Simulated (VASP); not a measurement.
Band structure of Al2Os (space group I4/mmm). All values below come from PBEsol GGA, VASP's PBE PAW potentials (set 64) (plane waves; VASP).

The path is coarsely sampled, so an indirect gap can come out somewhat too large. Unless said otherwise, spin-orbit coupling is left out, though it shifts the bands of the heavy elements here.

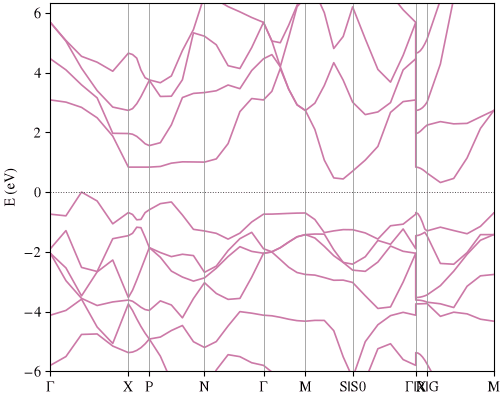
Fig. 1. Bands along high-symmetry lines, zero at the valence-band maximum or, without a gap, the Fermi level

Problem. Read the plot: is there a gap, and where are the band edges?

Solution. The gap is indirect, 0.32 eV, from the valence maximum at Γ-X at 0.40 to the conduction minimum at G-M at 0.20.

The structure comes from a computed database's Al2Os entry; how it stands against other phases isn't given here. The cell was not relaxed at this level.
